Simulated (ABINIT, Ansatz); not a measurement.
# SiC (F-43m): G0W0 with ABINIT, start to end, part 2 of 3

Wanted: ground state, empty states, screening and self-energy for SiC (F-43m).

ABINIT 10.8.3; PBE and many-body steps on it, plane waves. Known limits of the many-body steps: not at the basis limit.

So far. Step 2 (Ground state): The gap is indirect, with the least direct gap 3.19 eV higher.

### Step 3. Bands along the symmetry lines

Level of this step: DFT, PBE, plane waves, norm-conserving pseudopotentials (ABINIT).

Levels along a band path, at the cheap level, show where the edges lie and whether the meshes to come will hold them.

Input file run.abi:

```
acell 3*1.0 Angstrom
rprim 
  -0.000000000000 2.179000000000 2.179000000000
  2.179000000000 0.000000000000 2.179000000000
  2.179000000000 2.179000000000 -0.000000000000
ntypat 2
znucl 14 6
natom 2
typat 1 2
xred 
  0.000000000000 0.000000000000 0.000000000000
  0.250000000000 0.250000000000 0.250000000000
pp_dirpath "pseudos"
pseudos "Si.upf, C.upf"
ecut 37
iscf -2
irdden 1
kptopt 0
nkpt 50
kpt 
  0.00000000 0.00000000 0.00000000
  -0.06250000 -0.06250000 0.00000000
  -0.12500000 -0.12500000 0.00000000
  -0.18750000 -0.18750000 0.00000000
  -0.25000000 -0.25000000 0.00000000
  -0.31250000 -0.31250000 0.00000000
  -0.37500000 -0.37500000 0.00000000
  -0.43750000 -0.43750000 0.00000000
  -0.50000000 -0.50000000 0.00000000
  -0.48437500 -0.48437500 0.03125000
  -0.46875000 -0.46875000 0.06250000
  -0.45312500 -0.45312500 0.09375000
  -0.43750000 -0.43750000 0.12500000
  -0.42187500 -0.42187500 0.15625000
  -0.40625000 -0.40625000 0.18750000
  -0.39062500 -0.39062500 0.21875000
  -0.37500000 -0.37500000 0.25000000
  -0.37500000 0.00000000 0.37500000
  -0.32812500 0.00000000 0.32812500
  -0.28125000 0.00000000 0.28125000
  -0.23437500 0.00000000 0.23437500
  -0.18750000 0.00000000 0.18750000
  -0.14062500 0.00000000 0.14062500
  -0.09375000 0.00000000 0.09375000
  -0.04687500 0.00000000 0.04687500
  0.00000000 0.00000000 0.00000000
  0.00000000 0.00000000 0.06250000
  0.00000000 0.00000000 0.12500000
  0.00000000 0.00000000 0.18750000
  0.00000000 0.00000000 0.25000000
  0.00000000 0.00000000 0.31250000
  0.00000000 0.00000000 0.37500000
  0.00000000 0.00000000 0.43750000
  0.00000000 0.00000000 0.50000000
  -0.06250000 -0.03125000 0.46875000
  -0.12500000 -0.06250000 0.43750000
  -0.18750000 -0.09375000 0.40625000
  -0.25000000 -0.12500000 0.37500000
  -0.31250000 -0.15625000 0.34375000
  -0.37500000 -0.18750000 0.31250000
  -0.43750000 -0.21875000 0.28125000
  -0.50000000 -0.25000000 0.25000000
  -0.50000000 -0.28125000 0.21875000
  -0.50000000 -0.31250000 0.18750000
  -0.50000000 -0.34375000 0.15625000
  -0.50000000 -0.37500000 0.12500000
  -0.50000000 -0.40625000 0.09375000
  -0.50000000 -0.43750000 0.06250000
  -0.50000000 -0.46875000 0.03125000
  -0.50000000 -0.50000000 0.00000000
istwfk *1
nband 11
nbdbuf 2
tolwfr 1e-08
nstep 40
prtwf 0
prtvol 0
indata_prefix "in"
outdata_prefix "out"
tmpdata_prefix "tmp"
```

On the command line:

```console
OMP_NUM_THREADS=1 mpirun -n 8 abinit run.abi > log
```

Numbers of over 12 decimals in the logs are rounded to 6 here.

Log:

```text
.Version 10.8.3 of ABINIT. v10.8.2 released Aug 2026.

 Symmetries : space group F-4 3 m (#216); Bravais cF (face-center cubic)
[... echo of the input left out ...]
== DATASET  1 ==================================================================
-   mpi_nproc: 8, omp_nthreads: 1 (-1 if OMP is not activated)

--- !DatasetInfo
iteration_state: {dtset: 1, }
dimensions: {natom: 2, nkpt: 50, mband: 11, nsppol: 1, nspinor: 1, nspden: 1, mpw: 1524, }
cutoff_energies: {ecut:  37.0, pawecutdg:  -1.0, }
electrons: {nelect:   8.00000000E+00, charge:   0.00000000E+00, occopt:   1.00000000E+00, tsmear:   1.00000000E-02, }

 Real(R)+Recip(G) space primitive vectors, cartesian coordinates (Bohr,Bohr^-1):
 R(1)=  0.0000000  4.1177132  4.1177132  G(1)= -0.1214266  0.1214266  0.1214266
 R(2)=  4.1177132  0.0000000  4.1177132  G(2)=  0.1214266 -0.1214266  0.1214266
 R(3)=  4.1177132  4.1177132  0.0000000  G(3)=  0.1214266  0.1214266 -0.1214266
 Unit cell volume ucvol=  1.3963629E+02 bohr^3
 Angles (23,13,12)=  6.00000000E+01  6.00000000E+01  6.00000000E+01 degrees

 getcut: wavevector=  0.0000  0.0000  0.0000  ngfft=  32  32  32
         ecut(hartree)=     37.000   => boxcut(ratio)=   2.00684

--- Pseudopotential description ------------------------------------------------
- Si Generated using ONCVPSP code by D. R. Hamann
- 14.00000   4.00000  171031                  znucl, zion, pspdat
12 -101130 2 -1 1510                          pspcod,pspxc,lmax,lloc,mmax
     nproj     2     2     2
  pspatm : epsatm=    9.34321561
         --- l  ekb(1:nproj) -->
             0    5.168965    0.829883
             1    2.571282    0.578307
             2   -2.427311   -0.488097
 pspatm: atomic psp has been read  and splines computed

- C Generated using ONCVPSP code by D. R. Hamann
-  6.00000   4.00000  171031                  znucl, zion, pspdat
12 -101130 1 -1 1248                          pspcod,pspxc,lmax,lloc,mmax
     nproj     2     2     0
  pspatm : epsatm=    4.31346680
         --- l  ekb(1:nproj) -->
[...]
pspatm: atomic psp has been read  and splines computed

--------------------------------------------------------------------------------

================================================================================
 prteigrs : about to open file out_EIG
 Non-SCF case, kpt    1 (  0.00000  0.00000  0.00000), residuals and eigenvalues=
  7.31E-09  4.96E-09  5.11E-09  9.57E-09  4.44E-09  2.28E-09  5.11E-09  7.08E-09
[...]
-3.1511E-01  2.5118E-01  2.5118E-01  2.5118E-01  4.7989E-01  5.1987E-01
  5.1987E-01  5.1987E-01  7.8510E-01  7.8510E-01  8.5604E-01
 Non-SCF case, kpt    2 ( -0.06250 -0.06250  0.00000), residuals and eigenvalues=
  9.46E-10  3.51E-09  2.94E-09  7.57E-09  2.73E-09  5.13E-09  2.12E-09  7.33E-09
[...]
-3.1136E-01  2.3949E-01  2.4389E-01  2.4389E-01  4.8954E-01  5.1068E-01
[...]
1.01E-09  2.75E-09  3.28E-09  3.77E-09  2.35E-09  4.84E-09  1.51E-09  8.94E-09
[...]
-3.0018E-01  2.1014E-01  2.2553E-01  2.2553E-01  4.7852E-01  5.1628E-01
  5.5867E-01  5.5867E-01  6.7428E-01  8.0189E-01  9.1296E-01
[...]
Non-SCF case, kpt   49 ( -0.50000 -0.46875  0.03125), residuals and eigenvalues=
[...]
-1.3046E-01 -3.4798E-02  1.3098E-01  1.3132E-01  3.0612E-01  4.1484E-01
  7.5986E-01  7.6594E-01  7.9086E-01  9.7615E-01  1.0605E+00
 Non-SCF case, kpt   50 ( -0.50000 -0.50000  0.00000), residuals and eigenvalues=
[...]
-1.3075E-01 -3.5551E-02  1.3389E-01  1.3389E-01  3.0121E-01  4.1043E-01
  7.6569E-01  7.6569E-01  7.9395E-01  9.8755E-01  1.0706E+00

--- !ResultsGS
iteration_state: {dtset: 1, }
comment   : Summary of ground state results
lattice_vectors:
- [ -0.0000000,   4.1177132,   4.1177132, ]
- [  4.1177132,   0.0000000,   4.1177132, ]
- [  4.1177132,   4.1177132,  -0.0000000, ]
lattice_lengths: [   5.82333,    5.82333,    5.82333, ]
lattice_angles: [ 60.000,  60.000,  60.000, ] # degrees, (23, 13, 12)
lattice_volume:   1.3963629E+02
convergence: {deltae:  0.000E+00, res2:  0.000E+00, residm:  9.981E-09, diffor:  0.000E+00, }
etotal    :  -1.02697872E+01
entropy   :   0.00000000E+00
fermie    :   2.51183540E-01
cartesian_stress_tensor: null
pressure_GPa: null
xred      :
- [  0.0000E+00,   0.0000E+00,   0.0000E+00, Si]
- [  2.5000E-01,   2.5000E-01,   2.5000E-01,  C]
cartesian_forces: null
force_length_stats: {min: null, max: null, mean: null, }

 Integrated electronic density in atomic spheres:
 ------------------------------------------------
 Atom  Sphere_radius  Integrated_density
[...]
================================================================================

 ----iterations are completed or convergence reached----

 Mean square residual over all n,k,spin=   47.481E-10; max=  99.808E-10
 reduced coordinates (array xred) for    2 atoms
[...]
cartesian coordinates (angstrom) at end:
    1      0.000000     0.000000     0.000000
    2      1.089500     1.089500     1.089500
 length scales=  1.889726125908  1.889726125908  1.889726125908 bohr
              =  1.000000000000  1.000000000000  1.000000000000 angstroms
 prteigrs : about to open file out_EIG
 Eigenvalues (hartree) for nkpt=  50  k points:
 kpt#   1, nband= 11, wtk=  1.00000, kpt=  0.0000  0.0000  0.0000 (reduced coord)
[...]
kpt#   2, nband= 11, wtk=  1.00000, kpt= -0.0625 -0.0625  0.0000 (reduced coord)
[...]
kpt#   3, nband= 11, wtk=  1.00000, kpt= -0.1250 -0.1250  0.0000 (reduced coord)
[...]
kpt#  49, nband= 11, wtk=  1.00000, kpt= -0.5000 -0.4687  0.0313 (reduced coord)
  -0.13046   -0.03480    0.13098    0.13132    0.30612    0.41484    0.75986    0.76594
   0.79086    0.97615    1.06049
 kpt#  50, nband= 11, wtk=  1.00000, kpt= -0.5000 -0.5000  0.0000 (reduced coord)
  -0.13075   -0.03555    0.13389    0.13389    0.30121    0.41043    0.76569    0.76569
   0.79395    0.98755    1.07056

== END DATASET(S) ==============================================================
================================================================================

 -outvars: echo values of variables after computation  --------
            nband          11
             nkpt          50
          spgroup         216
 [... the other variables as echoed above ...]

 Calculation completed.
```

The job ended after 5.5 s (8 MPI ranks of Intel Xeon at 2.80GHz (Skylake/Cascade Lake), shared host; peak memory 0.54 GiB).

This step gave:

```yaml
gap: 1.361 eV
k_of_the_valence_top: 0, 0, 0
k_of_the_conduction_bottom: -0.5, -0.5, 0
least_direct_gap: 4.553 eV
```

The gap is 1.361 eV, as in the run before at this level.

The electronic bands at the labelled points (eV, zero at the top of the highest filled band; v1 is the highest filled band, c1 the lowest empty one):

| point | v4 | v3 | v2 | v1 | c1 | c2 | c3 | c4 |
| --- | --- | --- | --- | --- | --- | --- | --- | --- |
| Γ | -15.41 | 0.00 | 0.00 | 0.00 | 6.22 | 7.31 | 7.31 | 7.31 |
| X | -10.39 | -7.80 | -3.19 | -3.19 | 1.36 | 4.33 | 14.00 | 14.00 |
| U | -10.39 | -7.28 | -5.55 | -2.60 | 3.11 | 7.78 | 11.84 | 12.45 |
| jump to K | -10.39 | -7.28 | -5.55 | -2.60 | 3.11 | 7.78 | 11.84 | 12.45 |
| Γ | -15.41 | 0.00 | 0.00 | 0.00 | 6.22 | 7.31 | 7.31 | 7.31 |
| L | -11.84 | -8.54 | -1.05 | -1.05 | 5.43 | 7.23 | 7.23 | 10.05 |
| W | -10.16 | -7.03 | -4.99 | -4.69 | 5.21 | 9.44 | 9.45 | 9.79 |
| X | -10.39 | -7.80 | -3.19 | -3.19 | 1.36 | 4.33 | 14.00 | 14.00 |

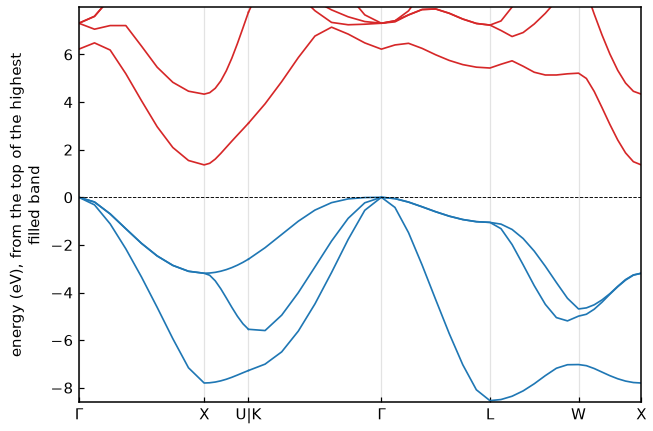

Electronic bands along the path; lines of filled and empty bands in two colours.

### Step 4. Empty states on the mesh, 8×8×8 mesh, 387 bands

The sums over transitions need many empty states on a uniform mesh; this step solves for them.

Input file run.abi:

```
acell 3*1.0 Angstrom
rprim 
  -0.000000000000 2.179000000000 2.179000000000
  2.179000000000 0.000000000000 2.179000000000
  2.179000000000 2.179000000000 -0.000000000000
ntypat 2
znucl 14 6
natom 2
typat 1 2
xred 
  0.000000000000 0.000000000000 0.000000000000
  0.250000000000 0.250000000000 0.250000000000
pp_dirpath "pseudos"
pseudos "Si.upf, C.upf"
ecut 37
ngkpt 8 8 8
nshiftk 1
shiftk 0 0 0
kptopt 1
chksymbreak 0
irdden 1
istwfk *1
nband 387
prtvol 0
optdriver 6
gwr_task "HDIAGO"
paral_kgb 0
occopt 1
indata_prefix "in"
outdata_prefix "out"
tmpdata_prefix "tmp"
```

Log:

```text
[banner, memory and clock lines left out]
.Version 10.8.3 of ABINIT. v10.8.2 released Aug 2026.

 Symmetries : space group F-4 3 m (#216); Bravais cF (face-center cubic)
[... echo of the input left out ...]
== DATASET  1 ==================================================================
-   mpi_nproc: 8, omp_nthreads: 1 (-1 if OMP is not activated)

--- !DatasetInfo
iteration_state: {dtset: 1, }
dimensions: {natom: 2, nkpt: 29, mband: 387, nsppol: 1, nspinor: 1, nspden: 1, mpw: 1524, }
cutoff_energies: {ecut:  37.0, pawecutdg:  -1.0, }
electrons: {nelect:   8.00000000E+00, charge:   0.00000000E+00, occopt:   1.00000000E+00, tsmear:   1.00000000E-02, }

.Using double precision arithmetic; gwpc =  8

- Reading GS density from: in_DEN

--- Pseudopotential description ------------------------------------------------
- Si Generated using ONCVPSP code by D. R. Hamann
- 14.00000   4.00000  171031                  znucl, zion, pspdat
12 -101130 2 -1 1510                          pspcod,pspxc,lmax,lloc,mmax
     nproj     2     2     2
  pspatm : epsatm=    9.34321561
         --- l  ekb(1:nproj) -->
             0    5.168965    0.829883
             1    2.571282    0.578307
             2   -2.427311   -0.488097
 pspatm: atomic psp has been read  and splines computed

- C Generated using ONCVPSP code by D. R. Hamann
-  6.00000   4.00000  171031                  znucl, zion, pspdat
12 -101130 1 -1 1248                          pspcod,pspxc,lmax,lloc,mmax
     nproj     2     2     0
  pspatm : epsatm=    4.31346680
         --- l  ekb(1:nproj) -->
             0    6.481548    0.385504
             1   -4.199961   -0.877517
 pspatm: atomic psp has been read  and splines computed

   1.09253459E+02                                ecore*ucvol(ha*bohr**3)

 Total charge density [el/Bohr^3]
)     Maximum=    2.7627E-01  at reduced coord.    0.1875    0.2188    0.4063
)     Minimum=    1.3992E-03  at reduced coord.    0.0000    0.0000    0.0000
   Integrated=    8.0000E+00

 === KS gaps after direct diagonalization ===
 Indirect band gap semiconductor
 Fundamental gap:     1.361 (eV)
   VBM:     6.835 (eV) at k: [ 0.0000E+00,  0.0000E+00,  0.0000E+00]
   CBM:     8.196 (eV) at k: [ 5.0000E-01,  5.0000E-01,  0.0000E+00]
 Direct gap:         4.553 (eV) at k: [ 5.0000E-01,  5.0000E-01,  0.0000E+00]

== END DATASET(S) ==============================================================

 -outvars: echo values of variables after computation  --------
           etotal      0.0000000000E+00
            nband         387
             nkpt          29
          spgroup         216
 [... the other variables as echoed above ...]

 Calculation completed.
```

Wall time 13 s (8 MPI ranks); peak memory 1.4 GiB; 1.8 min of CPU time.

Numbers from this step:

* gap: 1.361 eV
* k of the valence top: 0, 0, 0
* k of the conduction bottom: 0.5, 0.5, 0
* least direct gap: 4.553 eV
* k points computed: 29
* lowest point of the top converged band, above the valence top: 377.4434 eV

On this mesh the gap is 1.361 eV.

### Step 5. Screening, 8×8×8 mesh, 379 bands, screening to 435.4 eV

The RPA dielectric matrix is built and inverted for each q.

This step: RPA screening on PBE, plane waves, norm-conserving pseudopotentials.

run.abi, as its differences from that of step 4:

```diff
@@ -20,10 +20,11 @@
 chksymbreak 0
-irdden 1
 istwfk *1
-nband 387
-prtvol 0
-optdriver 6
-gwr_task "HDIAGO"
-paral_kgb 0
 occopt 1
+irdwfk 1
+optdriver 3
+nband 379
+ecuteps 16
+inclvkb 2
+awtr 1
+symchi 1
 indata_prefix "in"
```

Log:

```text
.Version 10.8.3 of ABINIT. v10.8.2 released Aug 2026.

 Symmetries : space group F-4 3 m (#216); Bravais cF (face-center cubic)
[... echo of the input left out ...]
== DATASET  1 ==================================================================
-   mpi_nproc: 8, omp_nthreads: 1 (-1 if OMP is not activated)

--- !DatasetInfo
iteration_state: {dtset: 1, }
dimensions: {natom: 2, nkpt: 29, mband: 379, nsppol: 1, nspinor: 1, nspden: 1, mpw: 1524, }
cutoff_energies: {ecut:  37.0, pawecutdg:  -1.0, }
electrons: {nelect:   8.00000000E+00, charge:   0.00000000E+00, occopt:   1.00000000E+00, tsmear:   1.00000000E-02, }

 SCREENING: Calculation of the susceptibility and dielectric matrices

 Based on a program developped by R.W. Godby, V. Olevano, G. Onida, and L. Reining.
 Incorporated in ABINIT by V. Olevano, G.-M. Rignanese, and M. Torrent.
.Using double precision arithmetic ; gwpc =  8

[... cell and pseudopotentials left out ...]
--------------------------------------------------------------------------------

 ==== K-mesh for the wavefunctions ====
 Number of points in the irreducible wedge :    29
[... list of points left out ...]
 Together with 24 symmetry operations and time-reversal symmetry
 yields   512 points in the full Brillouin Zone.

 ==== Q-mesh for the screening function ====
 Number of points in the irreducible wedge :    29
[... list of points left out ...]
 Together with 24 symmetry operations and time-reversal symmetry
 yields   512 points in the full Brillouin Zone.

 setmesh: FFT mesh size selected  =    25x   25x   25
          total number of points  =        15625

 vcoul_init : cutoff-mode = AUXILIARY_FUNCTION
 q-points for optical limit:   1
     1)      0.000010    0.000020    0.000030

- screening: taking advantage of time-reversal symmetry
- Maximum band index for partially occupied states nbvw = 4
- Remaining bands to be divided among processors   nbcw = 375
- Number of bands treated by each node ~46

 Number of electrons calculated from density =    8.0000; Expected =    8.0000
 average of density, n =  0.057292
 r_s =    1.6092
 omega_plasma =   23.0888 [eV]

 calculating chi0 at frequencies [eV] :
  1    0.000000E+00    0.000000E+00
  2    0.000000E+00    2.308880E+01

--------------------------------------------------------------------------------
  q-point number  1        q = ( 0.000000, 0.000000, 0.000000) [r.l.u.]
--------------------------------------------------------------------------------
[... chi0 elements left out ...]
 For q-point:  0.000010 0.000020 0.000030
  dielectric constant =   6.6705
  dielectric constant without local fields =   7.3105

  Average fulfillment of the sum rule on Im[epsilon] for q-point    1 :     98.05  [%]
[... wings left out ...]
  q-point number  2        q = ( 0.125000, 0.000000, 0.000000) [r.l.u.]
--------------------------------------------------------------------------------
[... chi0 elements left out ...]
  Average fulfillment of the sum rule on Im[epsilon] for q-point    2 :     98.33  [%]

 [... 27 further q-points ...]
```

It took 10 min on 8 MPI ranks; peak memory 6.1 GiB.

Numbers from this step:

* ε∞ with local fields, on this mesh, along the program's q direction: 6.670
* the same without local fields: 7.311
* plasma frequency: 23.09 eV
* plane waves in the screening matrix: 411

Local fields lower ε∞ by 9 %.

(Continued in part 3 of 3.)

[Paths, hosts, dates, memory and timing lines, banners, echoed tables and standing remarks are left out of the program output.]

[Logs are printed without paths, hosts, clocks, repeated set-up lines and the standing remarks that a program may print on its own settings, such as how far it seeks lower states.]

[Runs of the session that timed out or met a known fault of the program may be left out.]

[Hosts, paths, dates, database ids (printed as entryN), source tags and the programs' standing remarks are cut or masked in the printed files.]

[G0W0 gaps are taken among the corrected bands and points alone; a level outside them can change the order at an edge.]

[Where Ansatz stands beside ABINIT at settings called matched, ABINIT's density can come from a denser mesh and the files from another edition; pairs whose starting gaps differed by over 0.03 eV were left out, so agreement reads better than it is.]
